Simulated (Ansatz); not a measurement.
## Molecular dynamics of AlH5SO2 (part 1 of 2)

- system: AlH5SO2
- method: RKS revPBE-D4/STO-3G (Ansatz 0.2.0)

Figures and captions count atoms from 1; the log counts them from 0 in places.

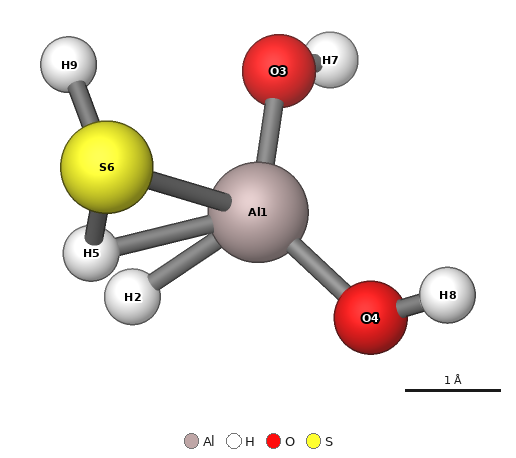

Figure 1. The starting structure (ball-and-stick view, seen at a tilt; atoms are numbered from 1 in the order of the input). Sticks mark near contacts.

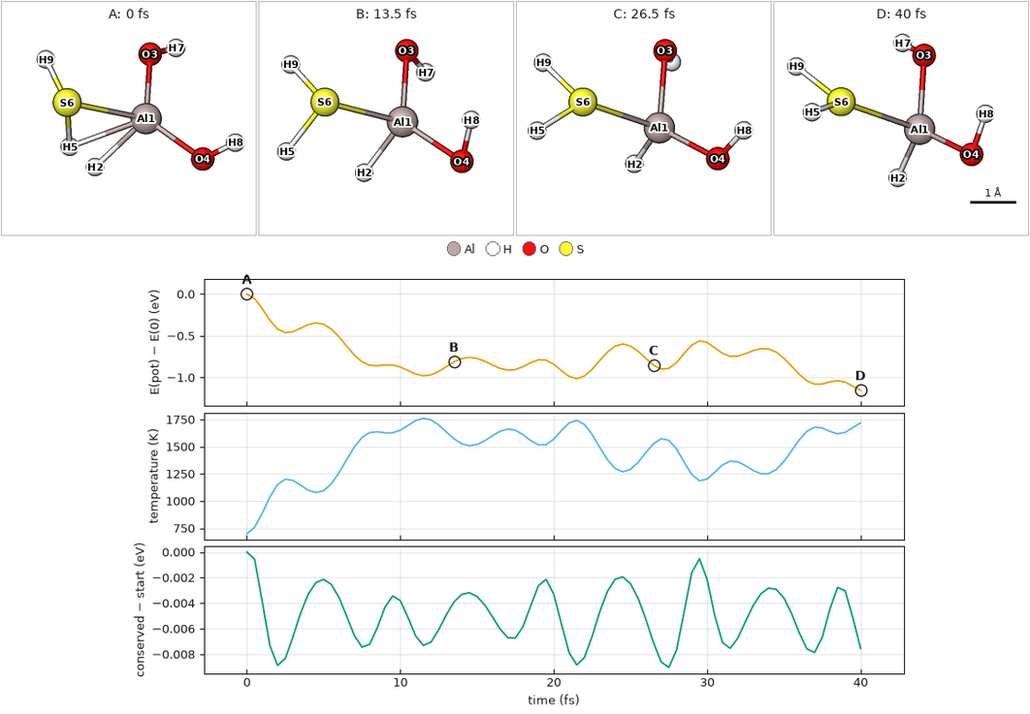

Figure 2. Frames of the molecular dynamics (ball-and-stick, seen at a tilt) above the curves, on which the letters mark them. The trajectory kept here has 81 frames over 40 fs. The temperature starts at 700 K, ranges from 700 to 1761 K and averages 1464 K over the second half. The potential energy ends 1.152 eV below its first value. The conserved quantity stays within 0.009 eV. After an unweighted best fit of the last frame on the first, the root-mean-square displacement is 0.97 Å, and H5 has moved furthest (2.19 Å).

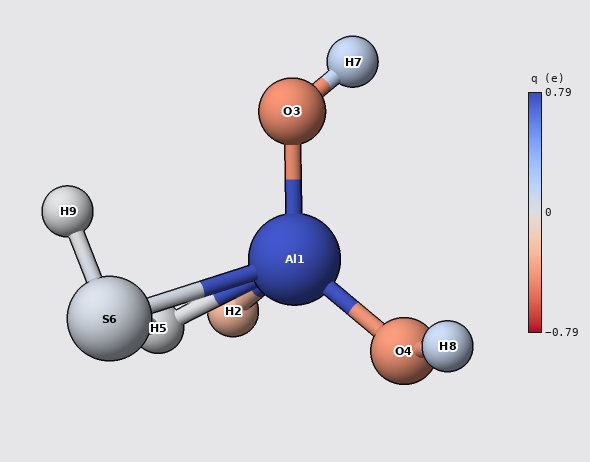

Figure 3. Mulliken charges, as the colour of each atom (ball-and-stick view, seen at a tilt; atoms are numbered from 1 in the order of the input). By element: Al +0.76, H −0.25 to +0.14, O −0.43 to −0.40 and S +0.05 e.

The input that produced these results follows, with the program's output.

The input
```yaml
crystal:
  periodic: [false, false, false]
  atoms:
    - {symbol: Al, position_ang: [-0.311590, 0.092616, 0.213836]}
    - {symbol: H, position_ang: [-0.430921, 1.361919, -0.903195]}
    - {symbol: O, position_ang: [-0.858599, -1.398785, -0.388157]}
    - {symbol: O, position_ang: [-0.559627, 0.746908, 1.756238]}
    - {symbol: H, position_ang: [0.723463, 1.099967, -0.956400]}
    - {symbol: S, position_ang: [1.959189, 0.219422, -0.504855]}
    - {symbol: H, position_ang: [-1.758913, -1.708383, -0.316969]}
    - {symbol: H, position_ang: [-0.450360, 0.262044, 2.571314]}
    - {symbol: H, position_ang: [1.687357, -0.675808, -1.471813]}
basis:
  gaussian: {orbitals: STO-3G}
hamiltonian: {xc: {name: revPBE}, dispersion: d4}
md: {n_steps: 80, timestep: 0.5, temperature: 700, ensemble: nvt_nose_hoover, seed: 523, initial_velocities: maxwell_boltzmann}
```

Launch command:
```bash
ansatz run in.yaml --threads 4 --pin off --events-out ev --progress --plain --max-ram 9574MiB
```

Log
```
Functional definition: revPBE
  name "revPBE"
  cite "Zhang & Yang, Phys. Rev. Lett. 80, 890 (1998) doi:10.1103/PhysRevLett.80.890"
  cite "Perdew, Burke & Ernzerhof, Phys. Rev. Lett. 77, 3865 (1996) doi:10.1103/PhysRevLett.77.3865"
  parameter kappa = 1.245
  parameter beta = 0.06672455060314922
  exchange = pbe_x(kappa = kappa, mu = beta*pi^2/3)
  correlation = pbe_c(beta = beta)
442 factors; integrals over basis functions are off by at most 1.8e-5 eV
mean field evaluation 1: about -21341.7284 eV, gradient 3.4e1 eV
mean field evaluation 2: about -21330.3602 eV, gradient 7.2e1 eV
mean field evaluation 4: about -21345.6162 eV, gradient 3.0e0 eV
mean field evaluation 8: about -21345.6082 eV, gradient 5.3e-2 eV
mean field -21345.60819579 eV, -784.4366326226 hartree, gradient 1.0e-5 eV, S^2 0.000000; 0 other end points of the search recorded, 0 dependent functions left out
the calculation of the forces begins
reference -21345.60822342 eV, -784.4366336377 hartree; 25, 25 occupied and 8, 8 virtual orbitals, 442 factors
md step     0: t =     0.00 fs  T =   700.0 K  F+E_penalty+E_count = -21346.10264808 eV  E_kin = 0.633374 eV  conserved = -21345.46927409 eV  (23 SCF iters)
these checks for a lower state are left out or cut short: starts, cluster_reference, orbital_swaps, neighbouring_geometries, increment
442 factors; integrals over basis functions are off by at most 1.9e-5 eV
mean field evaluation 16: about -21345.6984 eV, gradient 1.1e0 eV
mean field -21345.66205441 eV, -784.4386118901 hartree, gradient 1.7e-5 eV, S^2 0.000000; 0 other end points of the search recorded, 0 dependent functions left out
the calculation of the forces begins
reference -21345.66208202 eV, -784.4386129048 hartree; 25, 25 occupied and 8, 8 virtual orbitals, 442 factors
md step     1: t =     0.50 fs  T =   758.2 K  F+E_penalty+E_count = -21346.15584587 eV  E_kin = 0.686018 eV  conserved = -21345.46982739 eV  (25 SCF iters, 3 dispersion substeps)
[... from here on the SCF iterations and repeated set-up lines of each step are left out, up to the last step ...]
md step     2: t =     1.00 fs  T =   888.3 K  F+E_penalty+E_count = -21346.27687238 eV  E_kin = 0.803724 eV  conserved = -21345.47314372 eV  (25 SCF iters, 3 dispersion substeps)
md step     3: t =     1.50 fs  T =  1038.4 K  F+E_penalty+E_count = -21346.41623281 eV  E_kin = 0.939608 eV  conserved = -21345.47660350 eV  (25 SCF iters, 3 dispersion substeps)
md step     4: t =     2.00 fs  T =  1152.1 K  F+E_penalty+E_count = -21346.52062824 eV  E_kin = 1.042416 eV  conserved = -21345.47814807 eV  (26 SCF iters, 3 dispersion substeps)
md step     5: t =     2.50 fs  T =  1200.6 K  F+E_penalty+E_count = -21346.56411135 eV  E_kin = 1.086364 eV  conserved = -21345.47760371 eV  (26 SCF iters, 3 dispersion substeps)
md step     6: t =     3.00 fs  T =  1189.7 K  F+E_penalty+E_count = -21346.55261823 eV  E_kin = 1.076442 eV  conserved = -21345.47591404 eV  (26 SCF iters, 3 dispersion substeps)
md step     7: t =     3.50 fs  T =  1145.5 K  F+E_penalty+E_count = -21346.51096366 eV  E_kin = 1.036503 eV  conserved = -21345.47404635 eV  (26 SCF iters, 3 dispersion substeps)
md step     8: t =     4.00 fs  T =  1099.5 K  F+E_penalty+E_count = -21346.46804592 eV  E_kin = 0.994895 eV  conserved = -21345.47255784 eV  (26 SCF iters, 3 dispersion substeps)
md step     9: t =     4.50 fs  T =  1077.7 K  F+E_penalty+E_count = -21346.44756258 eV  E_kin = 0.975106 eV  conserved = -21345.47166086 eV  (26 SCF iters, 3 dispersion substeps)
md step    10: t =     5.00 fs  T =  1095.9 K  F+E_penalty+E_count = -21346.46402928 eV  E_kin = 0.991598 eV  conserved = -21345.47140745 eV  (27 SCF iters, 3 dispersion substeps)
md step    11: t =     5.50 fs  T =  1158.8 K  F+E_penalty+E_count = -21346.52160798 eV  E_kin = 1.048513 eV  conserved = -21345.47180454 eV  (27 SCF iters, 3 dispersion substeps)
md step    12: t =     6.00 fs  T =  1259.4 K  F+E_penalty+E_count = -21346.61399448 eV  E_kin = 1.139562 eV  conserved = -21345.47281943 eV  (27 SCF iters, 3 dispersion substeps)
md step    13: t =     6.50 fs  T =  1380.3 K  F+E_penalty+E_count = -21346.72522358 eV  E_kin = 1.248924 eV  conserved = -21345.47428606 eV  (26 SCF iters, 3 dispersion substeps)
md step    14: t =     7.00 fs  T =  1496.8 K  F+E_penalty+E_count = -21346.83266217 eV  E_kin = 1.354355 eV  conserved = -21345.47579437 eV  (26 SCF iters, 3 dispersion substeps)
md step    15: t =     7.50 fs  T =  1584.6 K  F+E_penalty+E_count = -21346.91362938 eV  E_kin = 1.433790 eV  conserved = -21345.47671174 eV  (26 SCF iters, 3 dispersion substeps)
md step    16: t =     8.00 fs  T =  1629.7 K  F+E_penalty+E_count = -21346.95497411 eV  E_kin = 1.474621 eV  conserved = -21345.47649405 eV  (24 SCF iters, 3 dispersion substeps)
md step    17: t =     8.50 fs  T =  1636.7 K  F+E_penalty+E_count = -21346.96081319 eV  E_kin = 1.480926 eV  conserved = -21345.47518611 eV  (25 SCF iters, 3 dispersion substeps)
md step    18: t =     9.00 fs  T =  1627.1 K  F+E_penalty+E_count = -21346.95144271 eV  E_kin = 1.472216 eV  conserved = -21345.47358658 eV  (25 SCF iters, 3 dispersion substeps)
md step    19: t =     9.50 fs  T =  1627.0 K  F+E_penalty+E_count = -21346.95150858 eV  E_kin = 1.472120 eV  conserved = -21345.47271354 eV  (25 SCF iters, 3 dispersion substeps)
md step    20: t =    10.00 fs  T =  1651.3 K  F+E_penalty+E_count = -21346.97503156 eV  E_kin = 1.494141 eV  conserved = -21345.47307381 eV  (25 SCF iters, 3 dispersion substeps)
md step    21: t =    10.50 fs  T =  1695.6 K  F+E_penalty+E_count = -21347.01766207 eV  E_kin = 1.534181 eV  conserved = -21345.47439479 eV  (25 SCF iters, 3 dispersion substeps)
md step    22: t =    11.00 fs  T =  1739.7 K  F+E_penalty+E_count = -21347.06041965 eV  E_kin = 1.574079 eV  conserved = -21345.47584006 eV  (25 SCF iters, 3 dispersion substeps)
md step    23: t =    11.50 fs  T =  1760.8 K  F+E_penalty+E_count = -21347.08183133 eV  E_kin = 1.593192 eV  conserved = -21345.47657940 eV  (26 SCF iters, 3 dispersion substeps)
md step    24: t =    12.00 fs  T =  1746.4 K  F+E_penalty+E_count = -21347.07024422 eV  E_kin = 1.580177 eV  conserved = -21345.47632427 eV  (26 SCF iters, 3 dispersion substeps)
md step    25: t =    12.50 fs  T =  1699.5 K  F+E_penalty+E_count = -21347.02860214 eV  E_kin = 1.537735 eV  conserved = -21345.47535453 eV  (27 SCF iters, 3 dispersion substeps)
md step    26: t =    13.00 fs  T =  1634.9 K  F+E_penalty+E_count = -21346.97082579 eV  E_kin = 1.479323 eV  conserved = -21345.47416979 eV  (27 SCF iters, 3 dispersion substeps)
md step    27: t =    13.50 fs  T =  1571.8 K  F+E_penalty+E_count = -21346.91451628 eV  E_kin = 1.422156 eV  conserved = -21345.47317807 eV  (27 SCF iters, 3 dispersion substeps)
md step    28: t =    14.00 fs  T =  1526.3 K  F+E_penalty+E_count = -21346.87465152 eV  E_kin = 1.381006 eV  conserved = -21345.47258781 eV  (26 SCF iters, 3 dispersion substeps)
md step    29: t =    14.50 fs  T =  1508.2 K  F+E_penalty+E_count = -21346.86010081 eV  E_kin = 1.364670 eV  conserved = -21345.47245373 eV  (26 SCF iters, 3 dispersion substeps)
md step    30: t =    15.00 fs  T =  1519.4 K  F+E_penalty+E_count = -21346.87252058 eV  E_kin = 1.374797 eV  conserved = -21345.47275080 eV  (27 SCF iters, 3 dispersion substeps)
md step    31: t =    15.50 fs  T =  1554.1 K  F+E_penalty+E_count = -21346.90664777 eV  E_kin = 1.406151 eV  conserved = -21345.47341364 eV  (26 SCF iters, 3 dispersion substeps)
md step    32: t =    16.00 fs  T =  1600.1 K  F+E_penalty+E_count = -21346.95144769 eV  E_kin = 1.447784 eV  conserved = -21345.47432687 eV  (27 SCF iters, 3 dispersion substeps)
md step    33: t =    16.50 fs  T =  1641.4 K  F+E_penalty+E_count = -21346.99218686 eV  E_kin = 1.485149 eV  conserved = -21345.47528981 eV  (26 SCF iters, 3 dispersion substeps)
md step    34: t =    17.00 fs  T =  1661.8 K  F+E_penalty+E_count = -21347.01390445 eV  E_kin = 1.503615 eV  conserved = -21345.47598135 eV  (27 SCF iters, 3 dispersion substeps)
md step    35: t =    17.50 fs  T =  1650.8 K  F+E_penalty+E_count = -21347.00663117 eV  E_kin = 1.493645 eV  conserved = -21345.47600707 eV  (26 SCF iters, 3 dispersion substeps)
md step    36: t =    18.00 fs  T =  1609.8 K  F+E_penalty+E_count = -21346.97137828 eV  E_kin = 1.456560 eV  conserved = -21345.47510807 eV  (26 SCF iters, 3 dispersion substeps)
md step    37: t =    18.50 fs  T =  1555.7 K  F+E_penalty+E_count = -21346.92357270 eV  E_kin = 1.407638 eV  conserved = -21345.47347847 eV  (24 SCF iters, 3 dispersion substeps)
md step    38: t =    19.00 fs  T =  1516.6 K  F+E_penalty+E_count = -21346.88935657 eV  E_kin = 1.372246 eV  conserved = -21345.47190242 eV  (26 SCF iters, 3 dispersion substeps)
md step    39: t =    19.50 fs  T =  1518.3 K  F+E_penalty+E_count = -21346.89322826 eV  E_kin = 1.373809 eV  conserved = -21345.47140967 eV  (26 SCF iters, 3 dispersion substeps)
md step    40: t =    20.00 fs  T =  1568.3 K  F+E_penalty+E_count = -21346.94255913 eV  E_kin = 1.419054 eV  conserved = -21345.47256088 eV  (25 SCF iters, 3 dispersion substeps)
md step    41: t =    20.50 fs  T =  1647.4 K  F+E_penalty+E_count = -21347.01960056 eV  E_kin = 1.490607 eV  conserved = -21345.47489924 eV  (26 SCF iters, 3 dispersion substeps)
md step    42: t =    21.00 fs  T =  1717.5 K  F+E_penalty+E_count = -21347.08869340 eV  E_kin = 1.554056 eV  conserved = -21345.47714193 eV  (26 SCF iters, 3 dispersion substeps)
md step    43: t =    21.50 fs  T =  1742.0 K  F+E_penalty+E_count = -21347.11540228 eV  E_kin = 1.576179 eV  conserved = -21345.47811549 eV  (26 SCF iters, 3 dispersion substeps)
md step    44: t =    22.00 fs  T =  1704.0 K  F+E_penalty+E_count = -21347.08412779 eV  E_kin = 1.541781 eV  conserved = -21345.47752320 eV  (25 SCF iters, 3 dispersion substeps)
md step    45: t =    22.50 fs  T =  1612.2 K  F+E_penalty+E_count = -21347.00310181 eV  E_kin = 1.458717 eV  conserved = -21345.47587597 eV  (25 SCF iters, 3 dispersion substeps)
md step    46: t =    23.00 fs  T =  1493.4 K  F+E_penalty+E_count = -21346.89723413 eV  E_kin = 1.351235 eV  conserved = -21345.47394619 eV  (27 SCF iters, 3 dispersion substeps)
md step    47: t =    23.50 fs  T =  1380.1 K  F+E_penalty+E_count = -21346.79646329 eV  E_kin = 1.248709 eV  conserved = -21345.47234558 eV  (27 SCF iters, 3 dispersion substeps)
md step    48: t =    24.00 fs  T =  1299.7 K  F+E_penalty+E_count = -21346.72604340 eV  E_kin = 1.176040 eV  conserved = -21345.47140313 eV  (27 SCF iters, 3 dispersion substeps)
md step    49: t =    24.50 fs  T =  1268.9 K  F+E_penalty+E_count = -21346.70103502 eV  E_kin = 1.148108 eV  conserved = -21345.47121478 eV  (28 SCF iters, 3 dispersion substeps)
md step    50: t =    25.00 fs  T =  1290.7 K  F+E_penalty+E_count = -21346.72450123 eV  E_kin = 1.167894 eV  conserved = -21345.47174368 eV  (28 SCF iters, 3 dispersion substeps)
md step    51: t =    25.50 fs  T =  1355.9 K  F+E_penalty+E_count = -21346.78795504 eV  E_kin = 1.226885 eV  conserved = -21345.47289538 eV  (27 SCF iters, 3 dispersion substeps)
md step    52: t =    26.00 fs  T =  1444.1 K  F+E_penalty+E_count = -21346.87290697 eV  E_kin = 1.306643 eV  conserved = -21345.47452329 eV  (27 SCF iters, 3 dispersion substeps)
md step    53: t =    26.50 fs  T =  1526.8 K  F+E_penalty+E_count = -21346.95344286 eV  E_kin = 1.381490 eV  conserved = -21345.47635489 eV  (25 SCF iters, 3 dispersion substeps)
md step    54: t =    27.00 fs  T =  1573.1 K  F+E_penalty+E_count = -21347.00095879 eV  E_kin = 1.423377 eV  conserved = -21345.47787446 eV  (25 SCF iters, 3 dispersion substeps)
md step    55: t =    27.50 fs  T =  1558.7 K  F+E_penalty+E_count = -21346.99259250 eV  E_kin = 1.410337 eV  conserved = -21345.47830733 eV  (25 SCF iters, 3 dispersion substeps)
md step    56: t =    28.00 fs  T =  1478.7 K  F+E_penalty+E_count = -21346.92304795 eV  E_kin = 1.337945 eV  conserved = -21345.47695517 eV  (24 SCF iters, 3 dispersion substeps)
md step    57: t =    28.50 fs  T =  1357.4 K  F+E_penalty+E_count = -21346.81429729 eV  E_kin = 1.228197 eV  conserved = -21345.47395966 eV  (25 SCF iters, 3 dispersion substeps)
md step    58: t =    29.00 fs  T =  1243.8 K  F+E_penalty+E_count = -21346.71212067 eV  E_kin = 1.125393 eV  conserved = -21345.47086613 eV  (25 SCF iters, 3 dispersion substeps)
md step    59: t =    29.50 fs  T =  1186.4 K  F+E_penalty+E_count = -21346.66264736 eV  E_kin = 1.073470 eV  conserved = -21345.46979477 eV  (25 SCF iters, 3 dispersion substeps)
md step    60: t =    30.00 fs  T =  1201.9 K  F+E_penalty+E_count = -21346.68185538 eV  E_kin = 1.087546 eV  conserved = -21345.47142634 eV  (25 SCF iters, 3 dispersion substeps)
md step    61: t =    30.50 fs  T =  1265.6 K  F+E_penalty+E_count = -21346.74592992 eV  E_kin = 1.145109 eV  conserved = -21345.47427892 eV  (26 SCF iters, 3 dispersion substeps)
md step    62: t =    31.00 fs  T =  1332.2 K  F+E_penalty+E_count = -21346.81217526 eV  E_kin = 1.205382 eV  conserved = -21345.47634942 eV  (26 SCF iters, 3 dispersion substeps)
md step    63: t =    31.50 fs  T =  1367.1 K  F+E_penalty+E_count = -21346.84829825 eV  E_kin = 1.236939 eV  conserved = -21345.47680524 eV  (26 SCF iters, 3 dispersion substeps)
md step    64: t =    32.00 fs  T =  1360.6 K  F+E_penalty+E_count = -21346.84591816 eV  E_kin = 1.231139 eV  conserved = -21345.47601117 eV  (26 SCF iters, 3 dispersion substeps)
md step    65: t =    32.50 fs  T =  1324.7 K  F+E_penalty+E_count = -21346.81632291 eV  E_kin = 1.198642 eV  conserved = -21345.47470734 eV  (26 SCF iters, 3 dispersion substeps)
md step    66: t =    33.00 fs  T =  1281.0 K  F+E_penalty+E_count = -21346.77960797 eV  E_kin = 1.159046 eV  conserved = -21345.47345310 eV  (26 SCF iters, 3 dispersion substeps)
md step    67: t =    33.50 fs  T =  1251.1 K  F+E_penalty+E_count = -21346.75573422 eV  E_kin = 1.132019 eV  conserved = -21345.47253968 eV  (27 SCF iters, 3 dispersion substeps)
md step    68: t =    34.00 fs  T =  1251.3 K  F+E_penalty+E_count = -21346.75949998 eV  E_kin = 1.132164 eV  conserved = -21345.47209520 eV  (28 SCF iters, 3 dispersion substeps)
md step    69: t =    34.50 fs  T =  1289.3 K  F+E_penalty+E_count = -21346.79816168 eV  E_kin = 1.166556 eV  conserved = -21345.47219075 eV  (27 SCF iters, 3 dispersion substeps)
md step    70: t =    35.00 fs  T =  1363.3 K  F+E_penalty+E_count = -21346.87020501 eV  E_kin = 1.233515 eV  conserved = -21345.47286615 eV  (27 SCF iters, 3 dispersion substeps)
md step    71: t =    35.50 fs  T =  1461.3 K  F+E_penalty+E_count = -21346.96483925 eV  E_kin = 1.322181 eV  conserved = -21345.47407709 eV  (27 SCF iters, 3 dispersion substeps)
md step    72: t =    36.00 fs  T =  1562.4 K  F+E_penalty+E_count = -21347.06301519 eV  E_kin = 1.413684 eV  conserved = -21345.47558304 eV  (27 SCF iters, 3 dispersion substeps)
md step    73: t =    36.50 fs  T =  1641.7 K  F+E_penalty+E_count = -21347.14158048 eV  E_kin = 1.485417 eV  conserved = -21345.47685126 eV  (27 SCF iters, 3 dispersion substeps)
md step    74: t =    37.00 fs  T =  1679.2 K  F+E_penalty+E_count = -21347.18173481 eV  E_kin = 1.519417 eV  conserved = -21345.47713895 eV  (27 SCF iters, 3 dispersion substeps)
md step    75: t =    37.50 fs  T =  1672.0 K  F+E_penalty+E_count = -21347.18005185 eV  E_kin = 1.512900 eV  conserved = -21345.47594885 eV  (24 SCF iters, 3 dispersion substeps)
md step    76: t =    38.00 fs  T =  1640.1 K  F+E_penalty+E_count = -21347.15502894 eV  E_kin = 1.484038 eV  conserved = -21345.47373195 eV  (25 SCF iters, 3 dispersion substeps)
md step    77: t =    38.50 fs  T =  1618.2 K  F+E_penalty+E_count = -21347.13949435 eV  E_kin = 1.464145 eV  conserved = -21345.47203405 eV  (25 SCF iters, 3 dispersion substeps)
md step    78: t =    39.00 fs  T =  1631.6 K  F+E_penalty+E_count = -21347.15807238 eV  E_kin = 1.476311 eV  conserved = -21345.47231096 eV  (25 SCF iters, 3 dispersion substeps)
```
